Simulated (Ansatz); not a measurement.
Bands of a (6,0) blue phosphorus nanotube, along its axis.

Level of theory: PBE (plane waves to 420 eV, PAW; Ansatz, a quantum-chemistry and plane-wave program). Mesh 1×1×6. No spin polarisation. It repeats along c; a and b span vacuum. A hypothetical model, rolled from the flat sheet. Symmetry and one short period hold its shape; lower forms weren't sought.

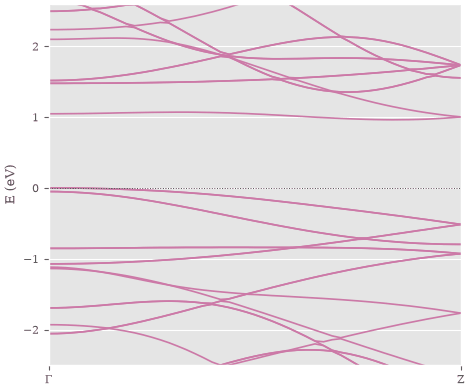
Figure. Bands from the zone centre to the zone edge (period 5.60 Å); the dotted line marks the highest filled level

Q: Is it a metal or a semiconductor at this level? Give what the bands show.

A: A semiconductor in PBE.
| Property | Value |
|---|---|
| PBE gap | 0.96 eV, indirect, from Γ to k = 0.417 × 2π/c |
